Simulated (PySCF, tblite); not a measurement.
# CH₉BNSi₂ radical: geometry, infrared bands and EPR parameters

What infrared bands and EPR parameters should CH₉BNSi₂ radical (`NB[SiH2][CH][SiH3]`) show?

The runs use tblite 0.8.0 and PySCF 2.14.0, with density-fitted response routines of our own; the level of theory stands in each step. All values are computed, except where a source is named. Atoms are numbered from 0 throughout.

### 1 Starting geometry

14 atoms, charge 0, multiplicity 2; geometry from: force field or distance geometry start.

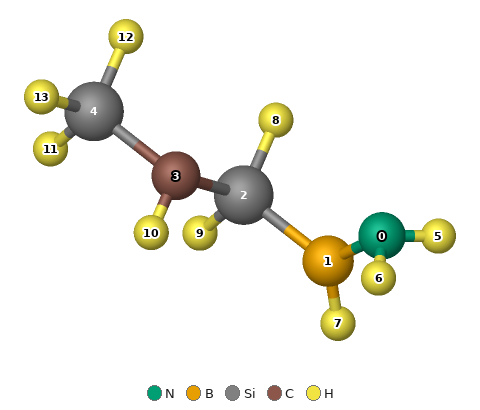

As it starts; nitrogen teal, boron amber, silicon grey, carbon brown, hydrogen yellow, atoms numbered.

### 2 Relaxing the molecule with GFN2-xTB

Job settings and geometry (Å):

```
{"job": {"kind": "relax", "xc": "GFN2-xTB", "basis": "xTB"}, "charge": 0, "multiplicity": 2}
N      2.755800     0.602500    -0.459200
B      1.975100    -0.568600     0.108400
Si     0.097300    -0.772900    -0.252000
C     -0.825700     0.738600     0.369600
Si    -2.648300     0.553600     0.020200
H      3.532500     0.210100    -1.018100
H      3.167200     1.122300     0.344800
H      2.537400    -1.362300     0.802300
H     -0.106600    -0.894000    -1.706000
H     -0.424400    -1.976400     0.419600
H     -0.678200     0.818200     1.472000
H     -3.172000    -0.651000     0.680500
H     -2.854000     0.441100    -1.429300
H     -3.356800     1.738400     0.510600
```

The run is started by

```console
$ OMP_NUM_THREADS=1 python probes_run.py task.json out
```

The driver reads the jobs from task.json and runs them one after another.

The program printed:

```text
step      E/eV     max force
  0    -386.52068    1.727
  1    -386.64415    1.323
  2    -386.73932    0.844
  3    -386.77908    0.653
  4    -386.86161    0.605
  5    -386.88262    0.448
  6    -386.90753    0.403
  7    -386.91808    0.417
  8    -386.93845    0.368
  9    -386.95670    0.437
 10    -386.97622    0.377
 11    -386.99398    0.343
 12    -387.00797    0.310
 13    -387.01774    0.226
 14    -387.02710    0.226
 15    -387.03716    0.272
 16    -387.05098    0.378
 17    -387.07035    0.526
 18    -387.10171    0.985
 19    -387.15163    1.106
 20    -387.25974    1.520
 21    -387.31918    1.541
 22    -387.48898    1.825
 23    -387.73353    1.001
 24    -387.72022    2.945
 25    -387.87639    1.259
 26    -387.93922    0.611
 27    -387.99105    0.569
 28    -388.05115    0.630
 29    -388.08254    0.431
 30    -388.10462    0.324
 31    -388.11880    0.381
 32    -388.13389    0.397
 33    -388.14682    0.262
 34    -388.15903    0.261
 35    -388.16691    0.225
 36    -388.17190    0.148
 37    -388.17447    0.120
 38    -388.17635    0.114
 39    -388.17833    0.113
 40    -388.18037    0.102
 41    -388.18202    0.096
 42    -388.18349    0.099
 43    -388.18496    0.101
 44    -388.18646    0.082
 45    -388.18772    0.078
 46    -388.18861    0.072
 47    -388.18931    0.075
 48    -388.19004    0.075
 49    -388.19095    0.080
 50    -388.19206    0.095
 51    -388.19330    0.105
 52    -388.19459    0.097
 53    -388.19588    0.081
 54    -388.19693    0.075
 55    -388.19761    0.061
 56    -388.19800    0.047
 57    -388.19827    0.049
 58    -388.19858    0.059
 59    -388.19901    0.063
 60    -388.19948    0.064
 61    -388.19984    0.043
 62    -388.20008    0.040
 63    -388.20031    0.051
 64    -388.20067    0.066
 65    -388.20128    0.079
 66    -388.20213    0.082
 67    -388.20295    0.059
 68    -388.20359    0.055
 69    -388.20412    0.064
 70    -388.20474    0.064
 71    -388.20566    0.085
 72    -388.20658    0.082
 73    -388.20721    0.059
 74    -388.20765    0.061
 75    -388.20809    0.057
 76    -388.20875    0.074
 77    -388.20972    0.085
 78    -388.21061    0.071
 79    -388.21115    0.055
 80    -388.21149    0.059
 81    -388.21190    0.065
 82    -388.21264    0.086
 83    -388.21378    0.111
 84    -388.21488    0.094
 85    -388.21577    0.072
 86    -388.21625    0.058
 87    -388.21684    0.063
 88    -388.21775    0.063
 89    -388.21912    0.084
 90    -388.22035    0.095
 91    -388.22132    0.081
 92    -388.22225    0.090
 93    -388.22383    0.091
 94    -388.22656    0.138
 95    -388.23029    0.216
 96    -388.23304    0.183
 97    -388.23712    0.150
 98    -388.23885    0.163
 99    -388.23998    0.086
100    -388.24089    0.114
101    -388.24231    0.113
102    -388.24411    0.108
103    -388.24681    0.127
104    -388.25008    0.124
105    -388.25085    0.337
106    -388.25637    0.309
107    -388.25967    0.184
108    -388.26150    0.307
109    -388.26596    0.116
110    -388.26842    0.114
111    -388.26895    0.210
112    -388.27214    0.110
113    -388.27346    0.095
114    -388.27558    0.129
115    -388.27754    0.096
116    -388.28171    0.132
117    -388.28409    0.197
118    -388.28646    0.167
119    -388.28997    0.131
120    -388.29197    0.167
121    -388.29438    0.129
122    -388.29536    0.188
123    -388.29680    0.180
124    -388.29903    0.174
125    -388.30112    0.113
126    -388.30257    0.118
127    -388.30322    0.179
128    -388.30425    0.079
129    -388.30466    0.056
130    -388.30501    0.039
131    -388.30523    0.027
132    -388.30532    0.034
133    -388.30544    0.033
134    -388.30557    0.033
135    -388.30569    0.031
136    -388.30586    0.026
137    -388.30605    0.040
138    -388.30624    0.044
139    -388.30643    0.043
140    -388.30659    0.035
141    -388.30669    0.031
142    -388.30674    0.027
143    -388.30678    0.020
144    -388.30684    0.017
145    -388.30693    0.026
146    -388.30705    0.028
147    -388.30718    0.031
148    -388.30729    0.031
149    -388.30740    0.024
150    -388.30754    0.026
151    -388.30772    0.030
152    -388.30793    0.039
153    -388.30819    0.056
154    -388.30859    0.068
155    -388.30922    0.071
156    -388.31006    0.061
157    -388.31082    0.045
158    -388.31126    0.068
159    -388.31113    0.075
160    -388.31155    0.030
161    -388.31164    0.038
162    -388.31189    0.052
163    -388.31206    0.048
164    -388.31235    0.051
165    -388.31269    0.040
166    -388.31315    0.057
167    -388.31372    0.072
168    -388.31420    0.142
169    -388.31465    0.218
170    -388.31587    0.078
171    -388.31665    0.103
172    -388.31767    0.075
173    -388.31887    0.109
174    -388.32009    0.104
175    -388.32209    0.073
176    -388.32365    0.080
177    -388.32508    0.103
178    -388.32101    0.366
179    -388.32754    0.135
180    -388.32868    0.130
181    -388.33116    0.150
182    -388.33200    0.101
183    -388.33266    0.086
184    -388.33330    0.060
185    -388.33390    0.095
186    -388.33417    0.108
187    -388.33453    0.062
188    -388.33495    0.097
189    -388.33538    0.060
190    -388.33582    0.049
191    -388.33636    0.054
192    -388.33701    0.046
193    -388.33693    0.165
194    -388.33785    0.053
195    -388.33814    0.050
196    -388.33863    0.059
197    -388.33882    0.041
198    -388.33916    0.046
199    -388.33944    0.040
200    -388.33990    0.059
201    -388.34061    0.142
202    -388.34039    0.252
203    -388.34213    0.070
204    -388.34297    0.118
205    -388.34393    0.204
206    -388.34480    0.094
207    -388.34576    0.070
208    -388.34553    0.307
209    -388.34686    0.141
210    -388.34751    0.062
211    -388.34808    0.082
212    -388.34842    0.095
213    -388.34889    0.067
214    -388.34930    0.071
215    -388.34965    0.063
216    -388.34949    0.176
217    -388.35044    0.035
218    -388.35088    0.038
219    -388.34703    0.437
220    -388.35128    0.070
221    -388.35149    0.019
222    -388.35174    0.120
223    -388.35192    0.026
224    -388.35204    0.028
225    -388.35225    0.103
226    -388.35254    0.022
227    -388.35269    0.018
228    -388.35233    0.160
229    -388.35288    0.012
230    -388.35297    0.012
231    -388.35172    0.239
232    -388.35309    0.011
233    -388.35316    0.012
234    -388.35250    0.177
235    -388.35327    0.011
236    -388.35333    0.012
237    -388.35319    0.120
238    -388.35342    0.016
239    -388.35346    0.023
240    -388.35348    0.065
241    -388.35354    0.034
242    -388.35357    0.028
243    -388.35366    0.059
244    -388.35372    0.016
245    -388.35376    0.018
246    -388.35376    0.054
247    -388.35382    0.011
248    -388.35384    0.010
```

Wall time 1.6 s (1 thread of Arm Neoverse V1, shared host); peak memory 0.17 GiB.

The steps of the relaxation: (not every step is listed)

| step | energy from step 0 (eV) | largest force (eV/Å) |
| --- | --- | --- |
| 0 | 0.0000 | 1.7272 |
| 1 | -0.1235 | 1.3229 |
| 2 | -0.2186 | 0.8443 |
| 3 | -0.2584 | 0.6533 |
| 4 | -0.3409 | 0.6053 |
| 5 | -0.3619 | 0.4484 |
| 6 | -0.3868 | 0.4026 |
| 7 | -0.3974 | 0.4168 |
| 8 | -0.4178 | 0.3678 |
| 31 | -1.5981 | 0.3809 |
| 54 | -1.6762 | 0.0748 |
| 77 | -1.6890 | 0.0854 |
| 100 | -1.7202 | 0.1136 |
| 123 | -1.7761 | 0.1804 |
| 146 | -1.7864 | 0.0276 |
| 169 | -1.7940 | 0.2183 |
| 192 | -1.8163 | 0.0464 |
| 215 | -1.8290 | 0.0631 |
| 238 | -1.8327 | 0.0162 |
| 243 | -1.8330 | 0.0590 |
| 244 | -1.8330 | 0.0158 |
| 245 | -1.8331 | 0.0181 |
| 246 | -1.8331 | 0.0544 |
| 247 | -1.8331 | 0.0111 |
| 248 | -1.8332 | 0.0098 |

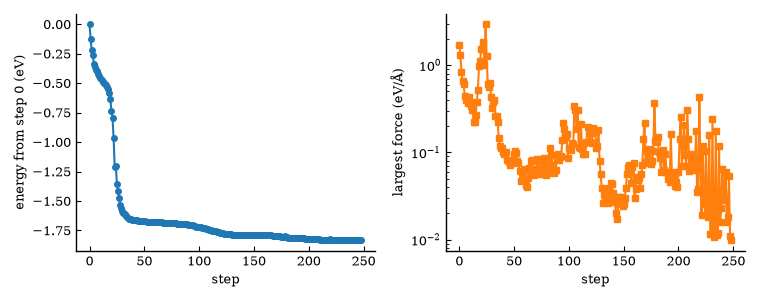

Energy and force, step by step.

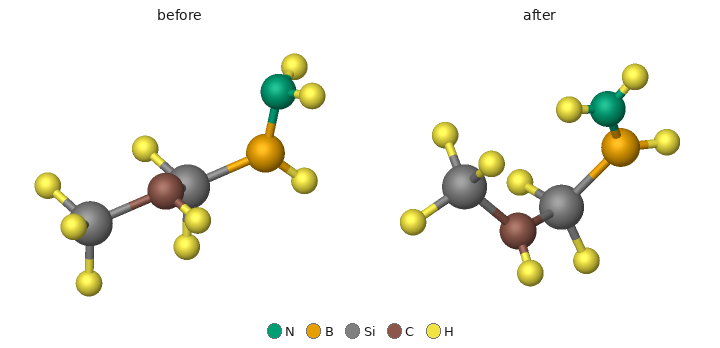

Before and after, at one scale.

Close pairs (by a distance rule), those that changed most:

| bond | before (Å) | after (Å) | change (Å) |
| --- | --- | --- | --- |
| N0–B1 | 1.518 | 1.375 | -0.142 |
| B1–Si2 | 1.923 | 1.978 | +0.055 |
| N0–H6 | 1.042 | 1.008 | -0.034 |
| C3–H10 | 1.115 | 1.084 | -0.031 |
| N0–H5 | 1.034 | 1.008 | -0.026 |
| Si2–C3 | 1.877 | 1.857 | -0.020 |
| B1–H7 | 1.195 | 1.176 | -0.019 |
| Si4–H13 | 1.465 | 1.481 | +0.016 |

The final coordinates are the input of the step that follows.

### 3 Infrared spectrum with GFN2-xTB

Job settings and geometry (Å):

```
{"job": {"kind": "ir", "xc": "GFN2-xTB", "basis": "xTB"}, "charge": 0, "multiplicity": 2}
N      1.843877     0.926437    -0.171060
B      1.928931    -0.411735     0.134790
Si     0.299172    -1.532507     0.101967
C     -1.162877    -0.510008     0.618013
Si    -1.942717     0.898762    -0.298057
H      0.978550     1.390597    -0.400870
H      2.631322     1.556099    -0.192458
H      2.995316    -0.838400     0.385915
H      0.039781    -2.053516    -1.260481
H      0.344633    -2.726328     0.972333
H     -1.505608    -0.640504     1.637763
H     -3.405711     0.868692    -0.191748
H     -1.545422     0.865939    -1.711753
H     -1.499925     2.205999     0.238983
```

The program printed:

```text
mode    cm-1     km/mol
  1      26.9      1.32
  2      65.4      2.12
  3      80.1      0.22
  4     128.9      1.18
  5     179.7      1.75
  6     276.2      6.62
  7     393.6     26.20
  8     425.2      8.69
  9     494.5     17.50
 10     507.2     44.64
 11     526.0     91.78
 12     579.0      3.32
 13     597.0     14.13
 14     648.3    115.19
 15     684.9     87.50
 16     697.7    112.18
 17     788.6    279.24
 18     805.9    501.57
 19     819.9    153.39
 20     822.8    135.88
 21     825.0     52.57
 22     880.4      3.82
 23     932.4     55.93
 24    1088.1    121.29
 25    1117.1     79.12
 26    1366.5     86.52
 27    1548.3     69.12
 28    2086.6    155.32
 29    2092.0    571.07
 30    2130.3    361.20
 31    2202.3    407.08
 32    2215.6    284.46
 33    2589.2    223.58
 34    3017.1     37.92
 35    3450.6      0.16
 36    3479.9      1.30
```

Wall time 0.43 s (1 thread of Arm Neoverse V1, shared host); peak memory 0.17 GiB.

The strongest bands and the atoms that carry them (share of the mass-weighted mode):

| cm⁻¹ | km/mol | atoms |
| --- | --- | --- |
| 789 | 279.2 | H11 40 %, H12 39 % |
| 806 | 501.6 | H12 29 %, H13 27 %, H11 22 % |
| 2087 | 155.3 | H13 60 %, H8 34 % |
| 2092 | 571.1 | H8 58 %, H13 35 % |
| 2130 | 361.2 | H9 93 % |
| 2202 | 407.1 | H12 88 % |
| 2216 | 284.5 | H11 89 % |
| 2589 | 223.6 | H7 92 % |

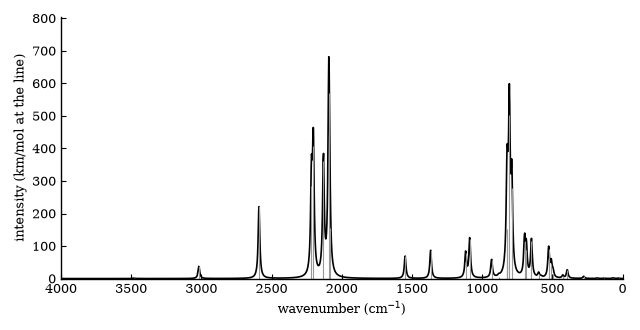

The infrared spectrum from these modes, unscaled. Lines are broadened to a width of 14 cm⁻¹ (Lorentzian).

### 4 EPR parameters: B3LYP/pcH-1

Settings changed since step 3:

```diff
@@ -1,2 +1,2 @@
-{"job": {"kind": "ir", "xc": "GFN2-xTB", "basis": "xTB"}, "charge": 0, "multiplicity": 2}
+{"job": {"kind": "epr", "basis": "pcH-1"}, "charge": 0, "multiplicity": 2}
 N      1.843877     0.926437    -0.171060
```

With the program's defaults for keys left out, this is: UKS B3LYP, pcH-1 on B C H N Si, non-relativistic, mean-field spin-orbit, GIAO.

The program printed:

```text
UKS, coarse grid
  cycle   1  E = -702.07920947  |g| = 3.31e-01
  cycle   2  E = -702.05669861  |g| = 3.95e-01
  cycle   3  E = -702.12749359  |g| = 7.09e-02
  cycle   4  E = -702.12980201  |g| = 2.58e-02
  cycle   5  E = -702.13016030  |g| = 7.21e-03
  cycle   6  E = -702.13019014  |g| = 3.00e-03
  cycle   7  E = -702.13019660  |g| = 1.12e-03
  cycle   8  E = -702.13019816  |g| = 2.62e-04
UKS, final grid
  cycle   1  E = -702.13018756  |g| = 1.97e-04
  cycle   2  E = -702.13018757  |g| = 1.84e-04
  cycle   3  E = -702.13018759  |g| = 3.50e-05
  cycle   4  E = -702.13018759  |g| = 1.61e-05
E = -702.13018759 Eh   <S^2> = 0.7539 (exact 0.7500)
g shifts (ppm)      1          2          3
  rmc          -119       -119       -119
  gc              5         27         27
  oz_so         -76        480       1078
  total        -190        388        985
hyperfine (MHz)  atom isotope    a_iso     a_fc   dipolar eigenvalues
    0   14N      -1.02      -1.02     -0.35      0.07      0.27
    1   11B      43.30      43.30     -4.14     -3.44      7.58
    2  29Si      40.85      40.93     -1.97      0.04      1.93
    3   13C      79.07      79.14    -70.55    -69.72    140.27
    4  29Si      44.90      44.98     -2.09      0.48      1.62
    5    1H       1.00       1.00     -2.94     -2.19      5.13
    6    1H       0.11       0.11     -1.40     -0.76      2.16
    7    1H      13.01      13.01     -2.20     -1.12      3.32
    8    1H      54.76      54.76     -2.97     -2.00      4.97
    9    1H       8.28       8.28     -2.79     -2.43      5.23
   10    1H     -51.59     -51.61    -33.95     -0.81     34.77
   11    1H      47.88      47.88     -3.16     -2.06      5.21
   12    1H       0.19       0.19     -2.98     -2.55      5.53
   13    1H      85.41      85.41     -3.32     -1.41      4.73
```

Run time: 55 s. Hardware: 1 thread of Arm Neoverse V1, shared host; peak memory 0.79 GiB.

Principal g values 2.00213, 2.00271, 2.00330; g(iso) = 2.00271, against 2.00232 for a free electron.

Mean a(iso) over the nuclei that a row names, and the largest dipolar term of the row (other rows stand at the frozen geometry):

| nuclei | isotope | a(iso) (MHz) | a(iso) (G, at g = 2.0023) | largest dipolar term (MHz) |
| --- | --- | --- | --- | --- |
| C3 | 13C | 79.1 | 28.2 | 140.3 |
| H10 | 1H | -51.6 | -18.4 | 34.8 |
| Si4 | 29Si | 44.9 | 16.0 | -2.1 |
| H11, H12, H13 | 1H | 44.5 | 15.9 | 5.5 |
| B1 | 11B | 43.3 | 15.4 | 7.6 |
| Si2 | 29Si | 40.9 | 14.6 | -2.0 |
| H8, H9 | 1H | 31.5 | 11.2 | 5.2 |
| H7 | 1H | 13.0 | 4.6 | 3.3 |
| N0 | 14N | -1.0 | -0.4 | -0.3 |
| H5, H6 | 1H | 0.6 | 0.2 | 5.1 |

Mulliken spin populations:

N0 0.00; B1 0.05; Si2 -0.06; C3 0.97; Si4 -0.04; H5 0.00; H6 0.00; H7 0.01; H8 0.03; H9 0.00; H10 -0.04; H11 0.02; H12 0.00; H13 0.04

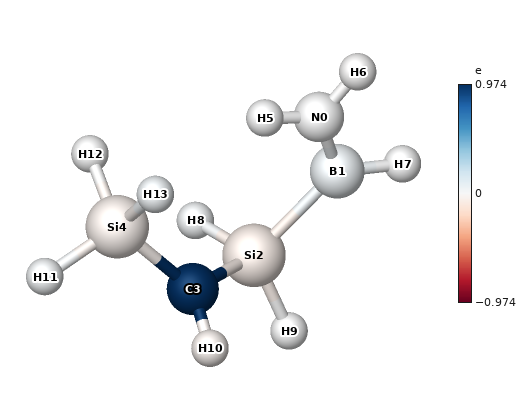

Mulliken spin populations, as colours on the atoms.

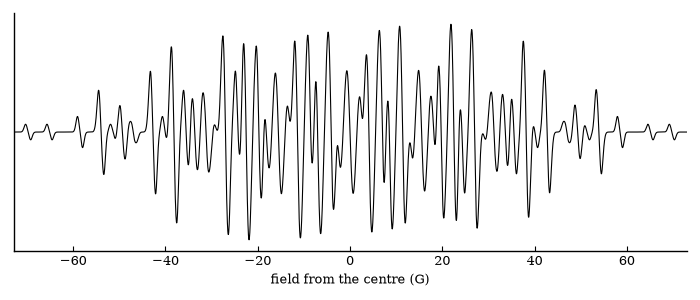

First-order isotropic spectrum (first derivative, main isotopes with spin only, couplings over 0.8 MHz, Gaussian width 0.4 G; couplings of the frozen geometry, rotation of groups not averaged beyond the rows shown).

The fields below are evaluated on a grid from the run's orbitals.

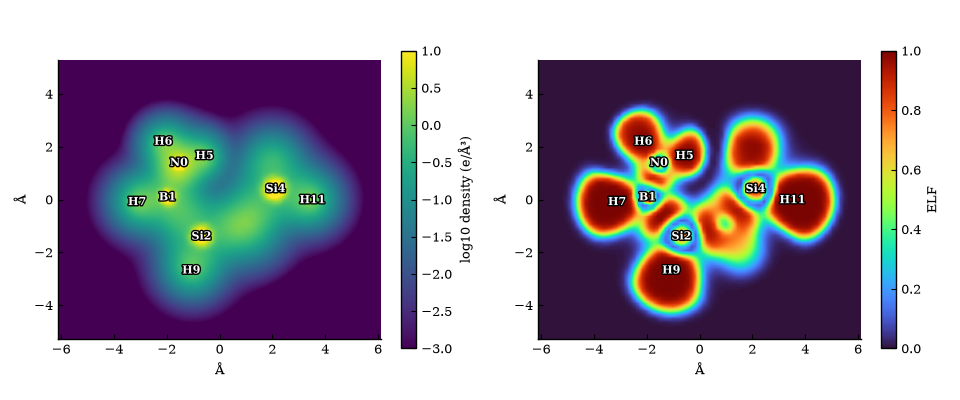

Density (left) and ELF (right) in a plane through or near 9 of the atoms.

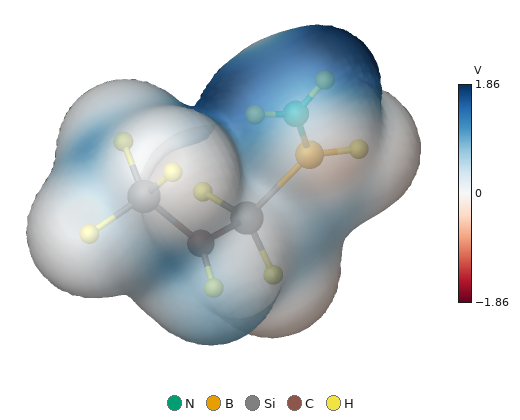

The potential that a unit positive charge feels on the 0.002 e/bohr³ surface, from -0.32 to 1.86 V.

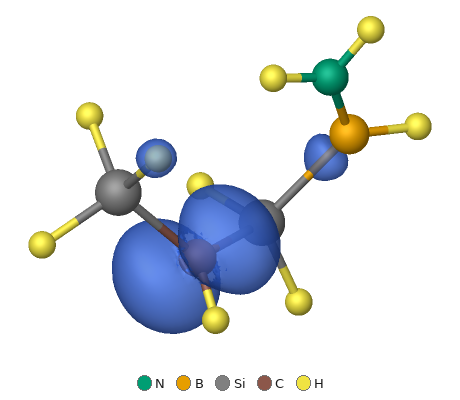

Spin density at ±0.04 e/Å³ (alpha excess blue, beta excess red).

### 5 What came out

| quantity | value |
| --- | --- |
| strongest single infrared mode (GFN2-xTB) | 2092 cm⁻¹, 571 km/mol |
| zero-point energy (GFN2-xTB) | 58.0 kcal/mol |
| g(iso) (B3LYP) | 2.00271 |
| ⟨S²⟩ | 0.754 (exact 0.75) |
| largest a(iso) (averaged by class) | 13C on C3, 79.1 MHz |
| potential on the surface of density 0.002 e/bohr³, 1st and 99th percentile | -0.32 V and 1.86 V |

The optimisation took 248 steps and gained 1.833 eV; among the close pairs (by a distance rule), N0–B1 changed most, from 1.518 to 1.375 Å. No mode is imaginary among the 36: a minimum at this level. The strongest single mode, at 2092 cm⁻¹, moves mainly H8 and H13. Unscaled tight-binding wavenumbers are off by several per cent, some by more. Its intensities can rank the bands wrongly. C3 carries the largest spin population, 0.97 e. The isotropic g lies 0.4 ppt above the free-electron value. These values are for one conformer; the search (at its own cheap level) found 2 more, at 0.93, 3.61 kcal/mol, and measured spectra average over such forms.
